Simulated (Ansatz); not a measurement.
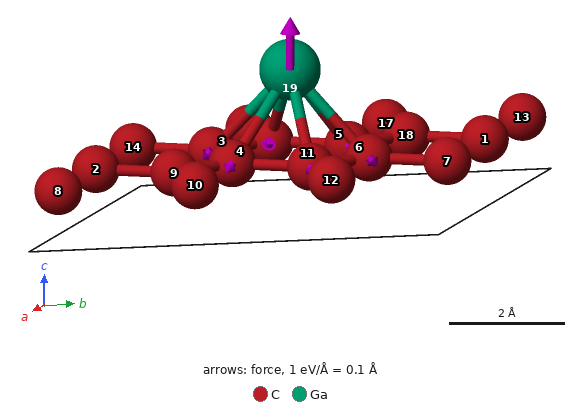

Starting geometry of a slab of composition GaC₁₈ with the computed forces as purple arrows. A ball-and-stick model of the cell of the calculation, outlined in the plane, without the vacuum (origin shifted), seen slightly off an axis.

It is Ga on graphene monolayer, set down by a guess. The run prepares an end point of a later path (adatom hop) calculation, from a guessed geometry.

Computed with Ansatz 0.2.0, DFT PBEsol, scalar-relativistic, plane waves, PAW. Set-up: plane-wave cutoff 420 eV; k-point mesh 2 × 2 × 1; occupations gaussian; smearing width 0.05 eV; collinear spin; atoms relaxed in a fixed cell; force threshold 0.03 eV/Å; at most 60 steps.

**Is this structure relaxed? If not, where do the atoms go?**

It isn't relaxed: the largest force vector, on the Ga atom, is 9.41 eV/Å. The atoms end up moving mostly along the starting forces (cosine between the two patterns 0.89). The largest move relative to the layer's centre is that of the Ga atom, 0.59 Å along the normal (+c). By element the largest moves are Ga 0.59 Å, C 0.03 Å. The lattice vectors keep their values. Some distances before and after: C–Ga 2.035 → 2.553 Å, C–Ga 2.072 → 2.557 Å, C–C 1.424 → 1.432 Å. The energy falls by 2.378 eV per cell of the calculation in 5 accepted moves (6 points after the start). The largest force component goes from 9.4 to 0.0032 eV/Å. 1 step only repeated the SCF at the same geometry. The program noted that the starting moments weren't kept. Cost: 54 s on 2 threads of Arm Neoverse V2, with other jobs on the host, peak memory 0.95 GiB.

Limits of the set-up: the k-point mesh is coarse for a cell with partly filled bands; the periodic images lie only 7.4 Å apart, so the values are limited by the cell's size.
